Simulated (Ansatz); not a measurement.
# Be4Bi2O (built on the sites of a database entry of Ca4Bi2O): following an unstable mode

Which phase does Be4Bi2O (built on the sites of a database entry of Ca4Bi2O) fall into along its unstable mode, and how much energy does it gain?

Main program and level: Ansatz 0.2.0; DFT PBEsol, scalar-relativistic, plane waves, PAW.

The structure was built from a prototype and need not be the compound's stable phase.

## (1) Set-up

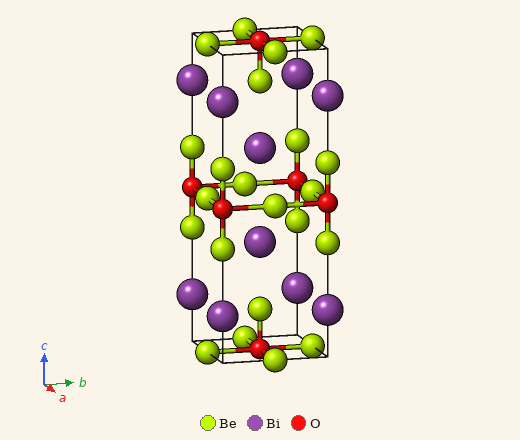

The cell as given, slightly off an axis (beryllium green, bismuth purple, oxygen red). This picture shows the conventional cell, with its axes. Some periodic images of atoms are drawn too.

## (2) Phonons on a q mesh

The cell comes from relaxations at this level that are not shown. Stability and thermal properties need the whole zone. Linear response on a 2×2×2 q mesh gives force constants as far as a supercell of that size would.

File input.yaml:

```yaml
crystal:
  lattice:
    - [-2.0757496891, 2.0757496891, 5.9826857501]
    - [2.0757496891, -2.0757496891, 5.9826857501]
    - [2.0757496891, 2.0757496891, -5.9826857501]
  atoms:
    - { symbol: Be, position: [0.3699222426, 0.3699222426, 0.0] }
    - { symbol: Be, position: [0.5, 0.0, 0.5] }
    - { symbol: Be, position: [0.6300777574, 0.6300777574, 0.0] }
    - { symbol: Be, position: [0.0, 0.5, 0.5] }
    - { symbol: Bi, position: [0.1523523208, 0.1523523208, 0.0] }
    - { symbol: Bi, position: [0.8476476792, 0.8476476792, 0.0] }
    - { symbol: O, position: [0.5, 0.5, 0.0] }
kpoints:
  mp_grid: { grid: [12, 12, 12] }
hamiltonian:
  xc: pbesol
scf:
  occupations: { method: methfessel_paxton, width: 0.2 }
output:
  eigenvalues: true
phonons:
  method: dfpt
  qmesh: [2, 2, 2]
  temperatures: { t_max: 1000, t_step: 50 }
  qpath:
    path:
      - [[0.0, 0.0, 0.0], [0.0, 0.0, 0.5], [0.25, 0.25, 0.25], [0.0, 0.5, 0.0], [0.0, 0.0, 0.0], [0.5, 0.5, -0.5], [0.28009522, 0.71990478, -0.28009522]]
      - [[-0.28009522, 0.28009522, 0.28009522], [0.0, 0.0, 0.0]]
      - [[0.0, 0.0, 0.5], [-0.06019045, 0.06019045, 0.5]]
      - [[0.5, 0.5, -0.06019045], [0.5, 0.5, -0.5]]
    npoints: 10
```

The run is started by

```sh
> ansatz run input.yaml --threads 8 --pin off --max-ram 14336MiB --backend cpu --events-out ev --progress --plain --runs-dir out
```

Numbers of over 12 decimals in the logs are rounded to 6 here.

Log:

```text
Warning: phonons: the dynamical matrix that this run interpolates holds no multipole term above the dipole-dipole one, and a site of this crystal is no centre of inversion, so its interpolated transverse optical and acoustic branches and sound speeds can stay off near Gamma, and the density of states and the thermodynamics with them. What a run solves at a wave vector of phonons.qpoints, Gamma apart, where the deck admits one, is free of this, and under fd what a larger phonons.supercell samples
Engine: ansatz 0.2.0, x86_64-unknown-linux-gnu
Pseudopotentials: kind: paw
Pseudopotential: Be, paw, valence charge 2, recommended cutoff 420 eV (normal), Be.paw.azcp
Pseudopotential: Bi, paw, valence charge 15, recommended cutoff 420 eV (normal), Bi.paw.azcp
Pseudopotential: O, paw, valence charge 6, recommended cutoff 420 eV (normal), O.paw.azcp
Functional definition: PBEsol
  exchange = pbesol_x
  correlation = pbesol_c
Crystal: 7 atoms, lattice volume = 103.111 Å³
Basis set: ecut = 420 eV, 2007 PW (Γ), exchange–correlation on 90×90×90 points (8 copies of the dense FFT grid, shifted against one another)
Bands: 29, of which v1, the nominal top of the filled ones, is band 22 counted from 1 (21 counted from 0)
Symmetry: 16 space group operations
k-points: 163 of 1728
Non-local potential: Be, projectors of the file, l = 0: 2, l = 1: 2, l = 2: 1
Non-local potential: Bi, projectors of the file, l = 0: 2, l = 1: 2, l = 2: 2, l = 3: 2
Non-local potential: O, projectors of the file, l = 0: 2, l = 1: 2, l = 2: 1
PAW form: soft (Blöchl's): semilocal exchange-correlation on the pseudo side does not see the compensation charge
PAW frozen core: Be, regenerated for the run's functional, and the local potential with it (the file was generated under x = pbe(κ = 0.804, μ = 0.219515), c = pbe(β = 0.066725))
PAW frozen core: Bi, regenerated for the run's functional, and the local potential with it (the file was generated under x = pbe(κ = 0.804, μ = 0.219515), c = pbe(β = 0.066725))
PAW frozen core: O, regenerated for the run's functional, and the local potential with it (the file was generated under x = pbe(κ = 0.804, μ = 0.219515), c = pbe(β = 0.066725))
PAW one-centre angular grid: Be, 110 points (default); XC on 64 Gauss nodes
PAW one-centre angular grid: Bi, 590 points (default); XC on 64 Gauss nodes
PAW one-centre angular grid: O, 110 points (default); XC on 64 Gauss nodes
Initial density: superposition of atomic densities (neutral atoms: chi_scale 0, normalization atom), corrected by the library's trained network
Initial wavefunctions: pseudopotential atomic-orbital guess
Functional: x = pbesol(κ = 0.804, μ = 0.123457), c = pbesol(β = 0.046)
SCF iter   1: F=—  HF=-25404.267266 eV  |F-HF|=—  |Δ(HF+E_count)|=         —  Δρ=9.23e-3  dr2=1.18e-1  ethr=1.77e-3  ⟨swp⟩=7.1  Hψ=24562  notcnv=0
preconditioner: auto → Kerker (q_TF=auto, 2.367 Å⁻¹)  [metal: Δε(μ)=0.007 eV  Ē_g=17.084 eV  σ=0.200 eV  W_gap=0.03  n_scr=24 (ndim 8)  ℏωp=24.3 eV  f_vac=0.000  D(μ)=0.90/eV (n_scr^D=2)]
SCF iter   2: F=—  HF=-25404.238018 eV  |F-HF|=—  |Δ(HF+E_count)|=   2.92e-2  S|Δr|=    0.00e0  Δρ=3.51e-3  dr2=2.36e-2  ethr=2.69e-4  ⟨swp⟩=2.1  Hψ=6994  notcnv=0
SCF iter   3: F=—  HF=-25404.232813 eV  |F-HF|=—  |Δ(HF+E_count)|=   5.21e-3  S|Δr|=    0.00e0  Δρ=1.77e-3  dr2=7.24e-3  ethr=5.36e-5  ⟨swp⟩=1.5  Hψ=5243  notcnv=0
SCF iter   4: F=—  HF=-25404.230675 eV  |F-HF|=—  |Δ(HF+E_count)|=   2.14e-3  S|Δr|=    0.00e0  Δρ=3.61e-4  dr2=1.42e-4  ethr=1.64e-5  ⟨swp⟩=2.5  Hψ=7045  notcnv=0
SCF iter   5: F=—  HF=-25404.230638 eV  |F-HF|=—  |Δ(HF+E_count)|=   3.67e-5  S|Δr|=    0.00e0  Δρ=8.60e-5  dr2=1.23e-5  ethr=3.23e-7  ⟨swp⟩=2.6  Hψ=8104  notcnv=0
SCF iter   6: F=—  HF=-25404.230645 eV  |F-HF|=—  |Δ(HF+E_count)|=   7.34e-6  S|Δr|=    0.00e0  Δρ=3.48e-5  dr2=2.20e-6  ethr=2.79e-8  ⟨swp⟩=2.8  Hψ=8313  notcnv=0
SCF iter   7: F=—  HF=-25404.230671 eV  |F-HF|=—  |Δ(HF+E_count)|=   2.60e-5  S|Δr|=    0.00e0  Δρ=7.66e-6  dr2=1.36e-7  ethr=4.99e-9  ⟨swp⟩=2.4  Hψ=6061  notcnv=0
SCF iter   8: F=—  HF=-25404.230671 eV  |F-HF|=—  |Δ(HF+E_count)|=   2.67e-9  S|Δr|=    0.00e0  Δρ=2.36e-6  dr2=1.08e-8  ethr=3.08e-10  ⟨swp⟩=2.0  Hψ=5454  notcnv=0
SCF iter   9: F=—  HF=-25404.230671 eV  |F-HF|=—  |Δ(HF+E_count)|=  4.58e-10  S|Δr|=    0.00e0  Δρ=7.00e-7  dr2=5.29e-10  ethr=2.45e-11  ⟨swp⟩=2.1  Hψ=6554  notcnv=0
SCF iter  10: F=—  HF=-25404.230671 eV  |F-HF|=—  |Δ(HF+E_count)|=  5.09e-11  S|Δr|=    0.00e0  Δρ=1.54e-7  dr2=3.25e-11  ethr=1.20e-12  ⟨swp⟩=2.1  Hψ=8003  notcnv=0
[...]
SCF 1 converged in 11 iterations: F = -25404.230671 eV  dr2 = 3.76e-12
  greatest PAW one-centre occupation: 0.987 electrons in one spin orbital (limit 2), on the Bi atom at site 5 (counted from 0), in its partial waves of l = 2
Initial density: read from a saved state, or passed on in memory by an earlier SCF of this step, an earlier step, the calling program or the single point that the run made first
[...]
SCF iter   1: F=—  HF=-25404.230643 eV  |F-HF|=—  |Δ(HF+E_count)|=         —  Δρ=3.69e-6  dr2=7.57e-9  ethr=9.97e-7  ⟨swp⟩=3.2  Hψ=36425  notcnv=0
eigensolver tolerance schedule: the retry pair's looser diagonalisation over-reported the residual by 57918.08 of it (diagonalisation noise at an unbounded share of the residual, at the tolerance the schedule requests for it); recorded, not acted on — ethr = c·dr2/N_el stays at c = 1.0e-1
preconditioner: auto → Kerker (q_TF=auto, 2.367 Å⁻¹)  [metal: Δε(μ)=0.029 eV  Ē_g=17.069 eV  σ=0.200 eV  W_gap=0.12  n_scr=24 (ndim 8)  ℏωp=24.3 eV  f_vac=0.000  D(μ)=0.95/eV (n_scr^D=2)]
SCF iter   2: F=—  HF=-25404.230671 eV  |F-HF|=—  |Δ(HF+E_count)|=   2.83e-5  S|Δr|=    0.00e0  Δρ=2.13e-6  dr2=2.68e-9  ethr=1.72e-11  ⟨swp⟩=3.9  Hψ=13358  notcnv=0
SCF iter   3: F=—  HF=-25404.230671 eV  |F-HF|=—  |Δ(HF+E_count)|=  8.59e-10  S|Δr|=    0.00e0  Δρ=1.36e-6  dr2=1.05e-9  ethr=6.10e-12  ⟨swp⟩=2.0  Hψ=7388  notcnv=0
SCF iter   4: F=—  HF=-25404.230671 eV  |F-HF|=—  |Δ(HF+E_count)|=  3.60e-10  S|Δr|=    0.00e0  Δρ=7.80e-7  dr2=3.38e-10  ethr=2.39e-12  ⟨swp⟩=2.0  Hψ=6921  notcnv=0
SCF iter   5: F=—  HF=-25404.230671 eV  |F-HF|=—  |Δ(HF+E_count)|=  5.09e-11  S|Δr|=    0.00e0  Δρ=5.96e-7  dr2=1.96e-10  ethr=1.00e-12  ⟨swp⟩=1.0  Hψ=4727  notcnv=0
SCF iter   6: F=—  HF=-25404.230671 eV  |F-HF|=—  |Δ(HF+E_count)|=  6.18e-11  S|Δr|=    0.00e0  Δρ=4.67e-7  dr2=1.23e-10  ethr=1.00e-12  ⟨swp⟩=1.0  Hψ=4727  notcnv=0
SCF iter   7: F=—  HF=-25404.230671 eV  |F-HF|=—  |Δ(HF+E_count)|=  7.28e-12  S|Δr|=    0.00e0  Δρ=3.71e-7  dr2=7.67e-11  ethr=1.00e-12  ⟨swp⟩=1.0  Hψ=4727  notcnv=0
SCF iter   8: F=—  HF=-25404.230671 eV  |F-HF|=—  |Δ(HF+E_count)|=  2.91e-11  S|Δr|=    0.00e0  Δρ=2.66e-7  dr2=3.96e-11  ethr=1.00e-12  ⟨swp⟩=1.0  Hψ=4727  notcnv=0
SCF iter   9: F=—  HF=-25404.230671 eV  |F-HF|=—  |Δ(HF+E_count)|=  7.28e-12  S|Δr|=    0.00e0  Δρ=1.52e-7  dr2=1.31e-11  ethr=1.00e-12  ⟨swp⟩=1.0  Hψ=4727  notcnv=0
SCF iter  10: F=-25404.230671 eV  HF=-25404.230671 eV  |F-HF|=3.64e-12  |Δ(HF+E_count)|=  7.28e-12  S|Δr|=    0.00e0  Δρ=4.41e-9  dr2=2.34e-14  ethr=1.00e-12  ⟨swp⟩=3.0  Hψ=9301  notcnv=0
SCF 2 converged in 10 iterations: F = -25404.230671 eV  dr2 = 2.34e-14
phonons: the bands overlap, so this run is a metal and interpolates without the dipole-dipole term. If the crystal is really an insulator or semiconductor, its LO-TO splitting is missing
NSCF: frozen V_eff on 163 k-points
WARN: eigensolver did not converge in 10 slots of this pass, the one above among them; of largest residual over every band (k=48): 1 band(s) unlocked (lowest unlocked band 28, counted from 0; max residual 2.16e-3 eV among the unlocked bands, 2.16e-3 eV over every band); of lowest unlocked band (k=0): band 28
NSCF: frozen V_eff on 280 k-points
DFPT response loops at q = (0, 0, 0) (fractional): preconditioner auto → Kerker (q_TF=auto, 2.367 Å⁻¹) (partly filled bands, converged f_vac=0.000); β = 1.00, the filter's whole step (`scf.mixing.beta` (0.50) is not read by the response loops under this deck's `scf.mixing.preconditioner`; to damp them name `kerker` or `kerker_dos`, under which they read `scf.mixing.beta`, and type it under 1.00, their step now; both keys bind the ground state too); Broyden in place of MSR1
NSCF: frozen V_eff on 952 k-points
DFPT response loops at q = (0, 0, -0.5) (fractional): mixed as the last ones told, above
NSCF: frozen V_eff on 952 k-points
DFPT response loops at q = (0, -0.5, 0) (fractional): mixed as the last ones told, above
NSCF: frozen V_eff on 560 k-points
DFPT response loops at q = (-0.5, -0.5, -0.5) (fractional): mixed as the last ones told, above
SCF converged after 11 iterations
Stability not checked: this state was not tested for a lower state beside it, because cold or Methfessel-Paxton smearing, or corrected tetrahedra, fill the levels in a way that the test cannot read (fill_not_monotonic; see scf.lower_state_search)
Free energy (F): -25404.230671 eV
Harris-Foulkes:  -25404.230671 eV  (|F-HF|=3.64e-12)
Internal energy: -25404.230905 eV  (E = F + TS)
E sigma→0 (E₀):  -25404.230730 eV
Entropy (-TS):   0.000233 eV (0.033 meV/atom)
Fermi energy:    10.861434 eV
--- Per-component energies (eV) ---
  E_band       = -158.366919
  E_kinetic    = 860.072038
  E_local      = -3379.356991  (includes V_loc(G=0)·N_el)
  E_nonlocal   = 1186.678254
  E_hartree    = 1126.341375
  E_xc         = -449.012434
  E_vxc        = -461.963863  (∫ρ·V_xc dr)
  E_paw        = -21401.237544  (= ΣΔE_a)
  E_vpaw       = -616.480675  (= ΣTr[D̂ρ^β])
  E_aug_tail   = 0.001557  (compensation charges beyond the density's cutoff)
  E_ewald      = -3347.970077
  E_core_change = 0.252918  (= ΣΔE_core)
  E_smearing   = 0.000233  (= −TS)
  E_closure    = -0.000000  (closes the sum)
  Σ components = -25404.230671   (vs F -25404.230671, Δ=0.00e0)
--- Band table (eV; the first three rows and the last of 163) ---
  k-point 0: bands = [... 18 lower, 8.3535, 8.4655, 9.8904, 9.8904, 10.7094, 11.5479, 11.8790, 14.5929, ... 3 higher]
  k-point 1: bands = [... 18 lower, 7.9318, 8.9988, 9.4571, 9.4575, 11.3560, 12.3556, 12.4397, 14.1623, ... 3 higher]
  k-point 2: bands = [... 18 lower, 7.1225, 7.7609, 8.9679, 10.7570, 12.4620, 12.7760, 13.5358, 13.6632, ... 3 higher]
  k-point 162: bands = [... 18 lower, 8.5651, 8.5651, 10.2584, 10.2584, 10.5139, 10.6533, 12.4064, 12.9351, ... 3 higher]
--- Phonons (Γ-DFPT): 9 representative perturbations + reference (Σ response iterations 29) ---
  ASR residual: 1.153e-4 → 0.000e0 eV/Å²; symmetrization residual: 3.011e-6 eV/Å²
  ASR residual per site (eV/Å²): 1.64e-5 5.44e-5 1.64e-5 5.44e-5 2.81e-5 2.81e-5 1.15e-4
  Γ frequencies (cm⁻¹): -441.99 -441.99 -225.16 -225.16 -208.36 -208.36 0.00 0.00 0.00 80.62 80.62 122.32 150.96 150.96 238.60 260.84 263.45 263.45 372.60 695.38 934.87
--- Phonons (arbitrary-q DFPT): 4 irreducible q on the 2×2×2 mesh ---
  q = [0.0000, 0.0000, 0.0000] (star 1, of the zone-centre solve; hermiticity 2.12e-7, symmetrization 5.15e-14): -441.99 -441.99 -225.16 -225.16 -208.36 -208.36 -0.00 -0.00 0.00 80.62 80.62 122.32 150.96 150.96 238.60 260.84 263.45 263.45 372.60 695.38 934.87
  q = [0.0000, 0.0000, -0.5000] (star 2, 9 solved perturbations in 3696 linear systems a pass and spin channel, the states on 476 of 1728 k-point pairs; hermiticity 1.57e-7, symmetrization 6.17e-14): -279.57 -238.40 -217.82 -177.12 -159.61 -92.19 -66.53 71.59 75.95 89.04 100.37 110.01 117.66 203.22 238.64 252.41 252.58 252.65 342.52 724.53 938.00
  q = [0.0000, -0.5000, 0.0000] (star 4, 15 solved perturbations on 476 of 1728 k-point pairs; hermiticity 1.98e-7, symmetrization 5.63e-14): -430.71 -179.93 -128.67 -33.33 24.91 50.82 52.23 67.87 70.06 83.85 98.72 106.30 160.93 214.44 217.89 265.41 279.03 369.19 371.81 729.16 921.37
  q = [-0.5000, -0.5000, -0.5000] (star 1, 9 solved perturbations in 2169 linear systems a pass and spin channel, the states on 280 of 1728 k-point pairs; hermiticity 1.99e-7, symmetrization 7.83e-14): -443.10 -443.10 -219.24 -219.24 -208.13 -208.13 48.22 48.22 61.75 61.75 94.93 106.62 175.66 175.66 219.74 234.35 269.68 269.68 405.59 707.55 957.31
  sum rule: each row above includes the acoustic sum rule's correction from the zone centre's row sums; it moved no ω² by more than (1.40 cm⁻¹)²
  mesh force constants: q→R imaginary residual 2.65e-18; ASR residual 1.153e-4 → 0.000e0 eV/Å²; symmetrization residual 1.066e-14 eV/Å²
  interpolated dispersion: 94 rows × 21 modes
  density of states and harmonic sums: on the 16×16×22 q-mesh, interpolated from the force constants of a 2×2×2 supercell (no non-analytic term)
  largest difference from the sums on the solved wave vectors: F 8.61e-2 eV, S 1.25e-4 and C_V 3.87e-5 eV/K
  zero-point energy: 0.239519 eV/cell   skipped modes (ω ≤ 0): 8835, of them read as no rigid motion or as one in doubt: 8832 (6.077e0 modes/cell left out, lowest -443.10 cm⁻¹)   left out of the sums: 2.89e-1 of the cell's modes: C_V's classical limit lies that fraction below 3 k_B per atom; for a crystal, a wire or a layer, F and S can be off by more, and a phonons.interpolated_qmesh denser along its periods is the remedy for the sampling
```

It took 13 min on 8 threads of AMD EPYC 7R43, shared host; peak memory 4 GiB; 1.7 h of CPU time.

This step gave:

* volume per atom: 14.73 Å³
* gap on the k-mesh: 0 eV
* sum-rule residual before enforcement: 1.15e-4 eV/Å²
* lowest frequency on the path: -443.1 cm⁻¹
* point group: 4/mmm
* highest frequency on the path or at a solved wavevector: 957.3 cm⁻¹
* highest optical mode at the zone centre (no LO-TO term): 934.9 cm⁻¹
* lowest optical zone-centre mode: -442.0 cm⁻¹
* lowest mode on the q mesh (acoustic modes at Γ apart): -443.1 cm⁻¹

Frequencies (cm⁻¹) solved at each irreducible wavevector; negative means imaginary. Frequencies by wavevector, by row:

```
q in reciprocal lattice units  star  mode 1  mode 2  mode 3  mode 4  mode 19  mode 20  mode 21
                        0 0 0     1    -442    -442  -225.2  -225.2    372.6    695.4    934.9
                     0 0 -0.5     2  -279.6  -238.4  -217.8  -177.1    342.5    724.5      938
                     0 -0.5 0     4  -430.7  -179.9  -128.7   -33.3    371.8    729.2    921.4
               -0.5 -0.5 -0.5     1  -443.1  -443.1  -219.2  -219.2    405.6    707.5    957.3
```

Interpolated from a 2×2×2 q mesh, rough between the solved points. Phonon branches along the path, in cm⁻¹:

```
     point  branch 1  branch 2  branch 3  branch 4  branch 18  branch 19  branch 20  branch 21
         Γ      -442      -442      -225      -225        264        373        695        935
         X      -280      -238      -218      -177        253        342        724        938
         P      -280      -229      -229      -168        253        345        724        938
         N      -431      -180      -129       -33        369        372        729        921
         Γ      -442      -442      -225      -225        264        373        695        935
         M      -443      -443      -219      -219        270        406        708        957
         S      -431      -224       -87       -76        348        368        729        924
jump to S0      -431      -224       -87       -76        348        368        729        924
         Γ      -442      -442      -225      -225        264        373        695        935
 jump to X      -280      -238      -218      -177        253        342        724        938
         R      -297      -239      -191      -170        266        341        725        937
jump to G′      -297      -239      -191      -170        266        341        725        937
         M      -443      -443      -219      -219        270        406        708        957
```

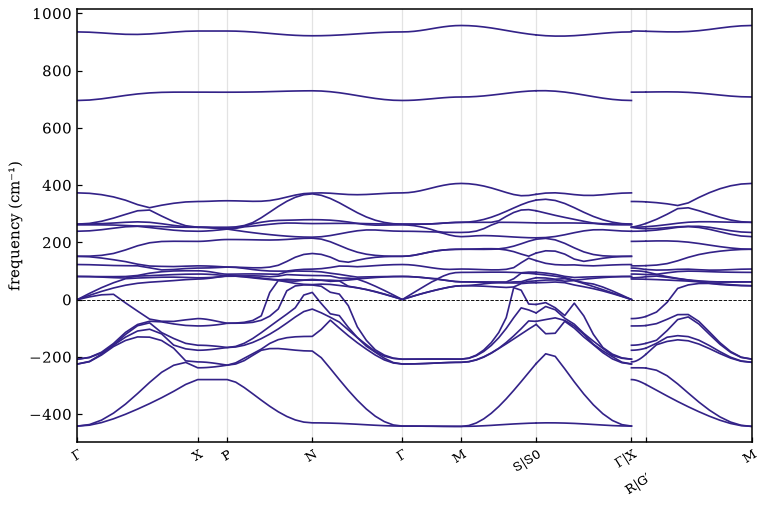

Phonon branches along the path.

Symmetry leaves 4 wavevectors to solve. The lowest mode among them, the acoustic zeros apart, lies at q = (-0.5, -0.5, -0.5) and is imaginary, 443.1i cm⁻¹, so the energy falls along it.

## (3) The mode frozen in, largest atomic shift 0 Å

The mode followed lies at q = (-0.5, -0.5, -0.5) with frequency 443.1i cm⁻¹ and is 2-fold degenerate, the softest among the wavevectors solved. At small amplitude the distorted cell has space group no. 11 by a symmetry search on the positions. The undistorted cell that holds it gives the zero of energy on the same k mesh.

System of this step: Be4Bi2O (built on the sites of a database entry of Ca4Bi2O). The structure is tetragonal, space group I4/mmm (No. 139). The conventional cell has a = 4.151 Å, b = 4.151 Å, c = 11.965 Å, α = 90.00°, β = 90.00°, γ = 90.00°. Nearest to Be lie 1 O at 1.56 Å. Nearest to Be lie 2 O at 2.08 Å. Nearest to Bi lie 1 Be at 2.60 Å. O has 2 Be at 1.56 Å nearest. Farther neighbours and most contacts between anions are not listed.

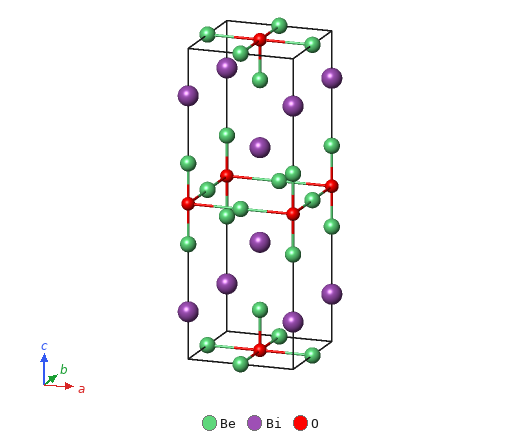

The cell of this step (beryllium green, bismuth purple, oxygen red). Some periodic images of atoms are drawn too.

File input.yaml:

```yaml
crystal:
  lattice:
    - [0.0, -4.1514993781, 0.0]
    - [-4.1514993781, 0.0, 0.0]
    - [0.0, 0.0, -11.9653715001]
  atoms:
    - { symbol: Be, position: [0.5, 0.5, 0.1300777574] }
    - { symbol: Be, position: [1.0, 1.0, 0.6300777574] }
    - { symbol: Be, position: [0.5, 0.0, 0.0] }
    - { symbol: Be, position: [0.0, 0.5, 0.5] }
    - { symbol: Be, position: [0.5, 0.5, 0.8699222426] }
    - { symbol: Be, position: [1.0, 1.0, 0.3699222426] }
    - { symbol: Be, position: [0.0, 0.5, 0.0] }
    - { symbol: Be, position: [0.5, 0.0, 0.5] }
    - { symbol: Bi, position: [0.0, 0.0, 0.8476476792] }
    - { symbol: Bi, position: [0.5, 0.5, 0.3476476792] }
    - { symbol: Bi, position: [0.5, 0.5, 0.6523523208] }
    - { symbol: Bi, position: [1.0, 1.0, 0.1523523208] }
    - { symbol: O, position: [0.5, 0.5, 0.0] }
    - { symbol: O, position: [1.0, 1.0, 0.5] }
kpoints:
  mp_grid: { grid: [8, 8, 4] }
hamiltonian:
  xc: pbesol
scf:
  occupations: { method: methfessel_paxton, width: 0.2 }
output:
  forces: true
  stress: true
  eigenvalues: true
```

Log:

```text
[...]
Crystal: 14 atoms, lattice volume = 206.223 Å³
Basis set: ecut = 420 eV, 4007 PW (Γ), exchange–correlation on 60×60×160 points (8 copies of the dense FFT grid, shifted against one another)
Bands: 58, of which v1, the nominal top of the filled ones, is band 44 counted from 1 (43 counted from 0)
Symmetry: 32 space group operations
[...]
k-points: 45 of 256
[...]
k-point 0: bands = [... 40 lower, 9.8893, 9.8893, 10.2587, 10.2587, 10.5111, 10.6554, 10.7063, 11.5484, ... 10 higher]
  k-point 1: bands = [... 40 lower, 9.9337, 9.9337, 10.1924, 10.1924, 10.5343, 10.6706, 11.1155, 11.6717, ... 10 higher]
  k-point 2: bands = [... 40 lower, 10.0523, 10.0523, 10.0523, 10.0523, 10.5966, 10.5966, 11.8512, 11.8512, ... 10 higher]
  k-point 44: bands = [... 40 lower, 7.8608, 7.8608, 8.1747, 8.1747, 11.5632, 11.5632, 11.9745, 11.9745, ... 10 higher]
[key lines of the parts left out:]
SCF converged after 8 iterations
Free energy (F): -50808.442293 eV
Fermi energy:    10.869861 eV
P = ⅓ Tr σ = -0.0272 GPa (-0.272 kbar)
```

Run time: 5 s. Hardware: 8 threads; peak memory 1.1 GiB; 36 s of CPU time.

This step gave:

```
pressure                         : -0.02718 GPa
energy from the undistorted cell : 0 meV/atom
```

The run ends at a pressure of -0.03 GPa, with forces up to 0.0039 eV/Å.

[end of part 1 of 3]

[Logs are printed without paths, hosts, clocks, repeated set-up lines and the standing remarks that a program may print on its own settings, such as how far it seeks lower states.]

[Hosts, paths, dates, database ids (printed as entryN), source tags and the programs' standing remarks are cut or masked in the printed files.]
